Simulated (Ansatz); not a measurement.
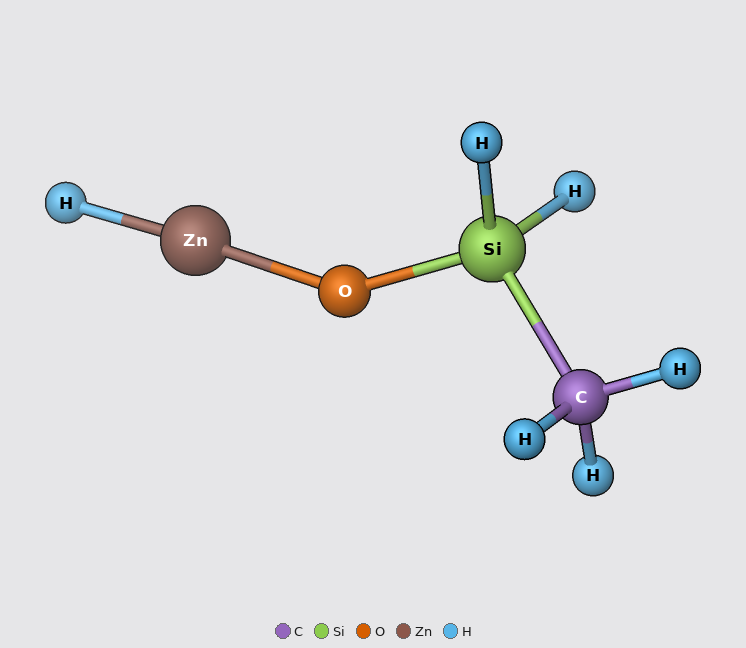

The picture shows the input geometry.

Input file:

```yaml
crystal:
  periodic: [false, false, false]
  atoms:
    - {symbol: C, position_ang: [-1.737397, 0.349761, -0.146755]}
    - {symbol: Si, position_ang: [-0.152830, -0.408673, 0.472013]}
    - {symbol: O, position_ang: [1.119758, 0.202846, -0.329259]}
    - {symbol: Zn, position_ang: [2.865364, 0.178031, -0.579158]}
    - {symbol: H, position_ang: [-2.594481, -0.062140, 0.393620]}
    - {symbol: H, position_ang: [-1.733436, 1.432981, -0.003292]}
    - {symbol: H, position_ang: [-1.877018, 0.147046, -1.211285]}
    - {symbol: H, position_ang: [-0.218458, -1.893035, 0.300996]}
    - {symbol: H, position_ang: [-0.024466, -0.146711, 1.938574]}
    - {symbol: H, position_ang: [4.352954, 0.199894, -0.835454]}
basis:
  gaussian: {orbitals: pcseg-2}
hamiltonian: {xc: {name: HF}}
correlation: {method: bccd_t}
```

It was started with:

```sh
ansatz run in.yaml --threads 2 --pin off --events-out ev --progress --plain --max-ram 32768MiB --backend cuda --devices 0, --max-vram 18GiB
```

Output:

```
Functional definition: HF
  name "HF"
  cite "Fock, Z. Phys. 61, 126 (1930) doi:10.1007/BF01340294"
  parent pbe
  exchange = exact_x
  correlation = 0
1500 factors; integrals over basis functions are off by at most 1.2e-3 eV
mean field evaluation 1: about -59399.2656 eV, gradient 5.0e1 eV
mean field evaluation 2: about -59399.5964 eV, gradient 5.0e1 eV
mean field evaluation 4: about -59404.8850 eV, gradient 5.4e0 eV
mean field evaluation 8: about -59404.9843 eV, gradient 8.2e-1 eV
mean field evaluation 16: about -59399.2643 eV, gradient 5.0e1 eV
mean field -59404.98531937 eV, -2183.0929443415 hartree, gradient 3.1e-6 eV, S^2 0.000000; 0 other end points of the search recorded, 0 dependent functions left out
12 core orbitals not correlated, not the lowest: weight in the atoms' cores, before any rotation towards them, 1.000 or more for the frozen orbitals, at most 0.000 for the correlated occupied ones
reference -59404.98531937 eV, -2183.0929443415 hartree; 20, 20 occupied and 202, 202 virtual orbitals, 1500 factors
second order -33.84835648 eV of doubles, -0.00000000 eV of singles
cycle   1  -31.11514086 eV  change     2.7e0 eV  update   1.7e-1
cycle   2  -32.62611090 eV  change    -1.5e0 eV  update   1.1e-1
cycle   3  -32.98005739 eV  change   -3.5e-1 eV  update   3.1e-2
cycle   4  -32.92280064 eV  change    5.7e-2 eV  update   1.3e-2
cycle   5  -32.88943205 eV  change    3.3e-2 eV  update   4.0e-3
cycle   6  -32.89013555 eV  change   -7.0e-4 eV  update   1.6e-3
cycle   7  -32.88862139 eV  change    1.5e-3 eV  update   6.5e-4
cycle   8  -32.88795633 eV  change    6.7e-4 eV  update   2.0e-4
cycle   9  -32.88814317 eV  change   -1.9e-4 eV  update   7.5e-5
cycle  10  -32.88826048 eV  change   -1.2e-4 eV  update   3.1e-5
cycle  11  -32.88820188 eV  change    5.9e-5 eV  update   1.3e-5
cycle  12  -32.88818413 eV  change    1.8e-5 eV  update   5.7e-6
perturbative correction -1.28515677 eV, -0.0472286403 hartree
Total energy: -59439.15866027 eV, -2184.3487914562 hartree
```

The calculation finished and met its thresholds.
